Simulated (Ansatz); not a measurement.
# SnNH2F (SMILES [NH2][Sn][F]) at revPBE/def2-SVP (core potential)

What is the energy change on altering one bond length of SnNH2F at revPBE/def2-SVP (core potential)? 

Program for the calculation: Ansatz 0.2.0.

69 further runs of the same task are left out: 69 set aside as unsound or not needed.

## 1. The system as given

SnNH2F has 5 atoms, charge 0, and is taken as a singlet. As SMILES, `[NH2][Sn][F]`. Geometry: relaxed at PBE0-D4/def2-TZVP. This is one conformer, not always the lowest.

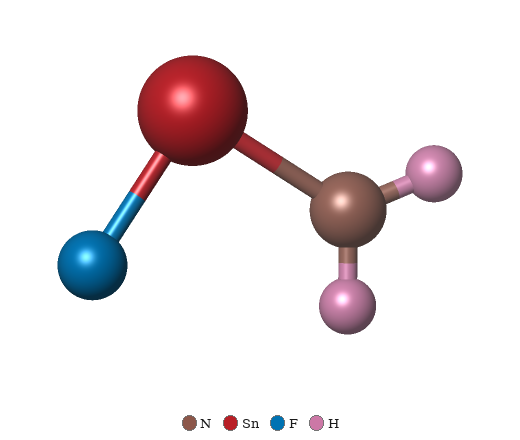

Viewed from a chosen angle; nitrogen brown, tin red, fluorine blue, hydrogen pink.

## 2. A single-point energy at revPBE/def2-SVP (core potential)

Contents of input.yaml:

```yaml
crystal:
  periodic: [false, false, false]
  atoms:
    - {symbol: "N", position_ang: [-0.302900, 0.495500, -0.393300]}
    - {symbol: Sn, position_ang: [0.338900, -0.053700, 1.423200]}
    - {symbol: F, position_ang: [0.966900, -1.775900, 0.754300]}
    - {symbol: H, position_ang: [-0.746800, 1.369300, -0.629100]}
    - {symbol: H, position_ang: [-0.206200, -0.108900, -1.196600]}
basis:
  gaussian:
    orbitals: def2-SVP
accuracy: high
output: {orbitals: {seedname: orbitals}}
hamiltonian:
  xc: {name: revPBE}
```

The run is started by

```
ansatz run input.yaml --threads 1 --pin off --max-ram 3480MiB --events-out events.jsonl --progress --plain --runs-dir runs
```

Output:

```text
Warning: RAYON_NUM_THREADS=1 ignored (pool sized by the plan → 1); use --threads N
Functional definition: revPBE
  name "revPBE"
  parameter kappa = 1.245
  parameter beta = 0.06672455060314922
  exchange = pbe_x(kappa = kappa, mu = beta*pi^2/3)
  correlation = pbe_c(beta = beta)
1479 factors; integrals over basis functions are off by at most 3.2e-9 eV
mean field evaluation 1: about -10057.4002 eV, gradient 7.4e1 eV
mean field evaluation 2: about -9979.2705 eV, gradient 1.7e2 eV
mean field evaluation 4: about -10067.4553 eV, gradient 2.2e1 eV
mean field evaluation 8: about -10068.7653 eV, gradient 3.8e-1 eV
mean field evaluation 16: about -10068.7657 eV, gradient 9.6e-6 eV
mean field -10068.76566535 eV, -370.0203133472 hartree, gradient 3.3e-8 eV, S^2 0.000000; 0 other end points of the search recorded, 0 dependent functions left out
reference -10068.76566894 eV, -370.0203134790 hartree; 20, 20 occupied and 44, 44 virtual orbitals, 1479 factors
Total energy: -10068.76566894 eV, -370.0203134790 hartree
```

Wall time 4.2 s (1 thread of Arm Neoverse V1, shared host); peak memory 0.16 GiB.

## 3. The distorted shape, same level

Contents of input.yaml:

```yaml
crystal:
  periodic: [false, false, false]
  atoms:
    - {symbol: N, position_ang: [0.052220, -0.203541, -0.204660]}
    - {symbol: Sn, position_ang: [0.694020, -0.752741, 1.611840]}
    - {symbol: F, position_ang: [1.322020, -2.474941, 0.942940]}
    - {symbol: H, position_ang: [-0.746800, 1.369300, -0.629100]}
    - {symbol: H, position_ang: [0.148920, -0.807941, -1.007960]}
basis:
  gaussian:
    orbitals: def2-SVP
hamiltonian:
  xc: {name: revPBE}
accuracy: high
output:
  orbitals: {seedname: orbitals}
```

The run is started by

```
ansatz run input.yaml --threads 1 --pin off --max-ram 3480MiB --events-out events.jsonl --progress --plain --runs-dir runs
```

Output:

```text
Warning: RAYON_NUM_THREADS=1 ignored (pool sized by the plan → 1); use --threads N
Functional definition: revPBE
  name "revPBE"
  parameter kappa = 1.245
  parameter beta = 0.06672455060314922
  exchange = pbe_x(kappa = kappa, mu = beta*pi^2/3)
  correlation = pbe_c(beta = beta)
1480 factors; integrals over basis functions are off by at most 3.6e-9 eV
mean field evaluation 1: about -10050.2663 eV, gradient 8.0e1 eV
mean field evaluation 2: about -9946.3314 eV, gradient 1.7e2 eV
mean field evaluation 4: about -10059.5440 eV, gradient 3.5e1 eV
mean field evaluation 8: about -10065.2604 eV, gradient 1.3e0 eV
mean field evaluation 16: about -10065.2637 eV, gradient 8.6e-5 eV
mean field -10065.26374031 eV, -369.8916199755 hartree, gradient 2.6e-8 eV, S^2 0.000000; 0 other end points of the search recorded, 0 dependent functions left out
reference -10065.26374407 eV, -369.8916201136 hartree; 20, 20 occupied and 44, 44 virtual orbitals, 1480 factors
Total energy: -10065.26374407 eV, -369.8916201136 hartree
```

Wall time 4.2 s (1 thread of Arm Neoverse V1, shared host); peak memory 0.16 GiB.

## 4. Outcome

At revPBE/def2-SVP (core potential):

| quantity | value |
| --- | --- |
| first shape: total energy | -370.02031 Eh |
| first shape: HOMO energy | -5.96 eV |
| first shape: LUMO energy | -2.21 eV |
| first shape: HOMO–LUMO gap | 3.75 eV |
| distorted shape: total energy | -369.89162 Eh |
| distorted shape: HOMO energy | -5.87 eV |
| distorted shape: LUMO energy | -3.81 eV |
| distorted shape: HOMO–LUMO gap | 2.06 eV |
| energy change with the N1–H4 bond stretched from 1.008 to 1.815 Å | 3.502 eV |

**Reading.** One bond (distorted shape) is far stretched, which a spin-restricted single reference describes badly; a broken-symmetry solution may lie lower. With the N1–H4 bond stretched from 1.008 to 1.815 Å the energy rises by 3.50 eV (338 kJ/mol). The first shape isn't relaxed at this level, so the change isn't measured from a minimum. A restricted reference can't describe the breaking bond well at this length.
